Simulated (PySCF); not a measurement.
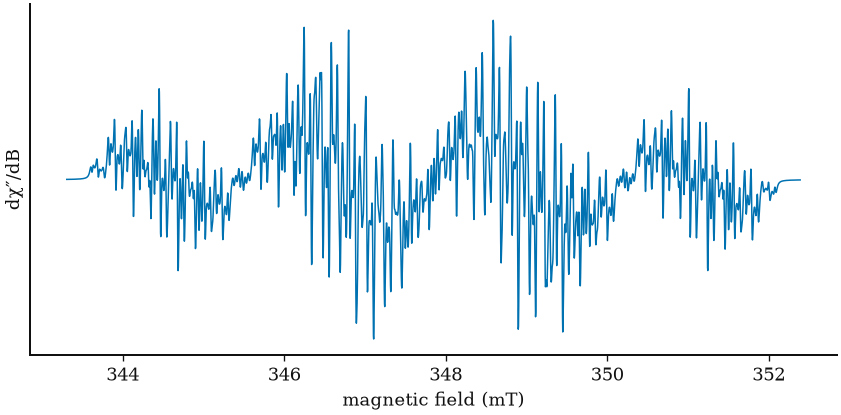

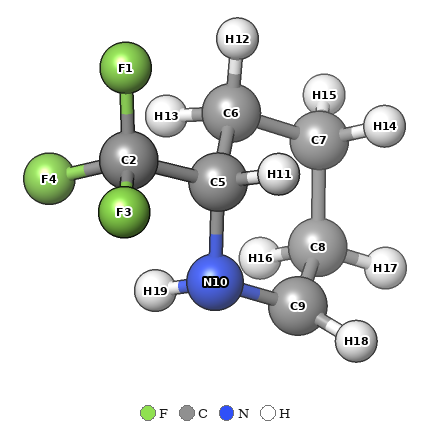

First-order isotropic EPR spectrum (fast tumbling, first derivative) of C₆H₉F₃N, SMILES FC(F)(F)[C@@H]1CCC[CH]N1, doublet at 9.75 GHz, Lorentzian lines of 0.04 mT full width at half height, from computed g and hyperfine couplings (B3LYP/pcH-1 (IGLO-III on C, IGLO-III on F and IGLO-III on N), PySCF, at a PBE0-D3(BJ)/def2-SVP geometry (no frequency check), gas phase); values of one conformer, averaged over methyl-type rotors alone; other conformers aren't averaged in; no vibrational averaging; dilute isotopes left out. The SMILES is one Lewis form and needn't show where the spin sits.

> Which couplings does the calculation give? The spectrum shows the sizes of those above the line width, not their signs.

```
    nuclei  isotope  a (mT)  a (MHz)
       H16       ¹H    2.56     71.7
       H18       ¹H   −2.20    −61.7
       H19       ¹H    1.79     50.3
       H15       ¹H    0.55     15.4
       H12       ¹H    0.34      9.5
F1, F3, F4      ¹⁹F    0.22      6.1
       H14       ¹H   −0.14     −4.0
       H17       ¹H    0.08      2.2
       H11       ¹H   −0.05     −1.5
       N10      ¹⁴N    0.04      1.1
       H13       ¹H    0.03      0.7
```

> What is the g value, and how wide is the spectrum?

g_iso = 2.0026, which centres the spectrum at 347.8 mT; it spans 8.5 mT.
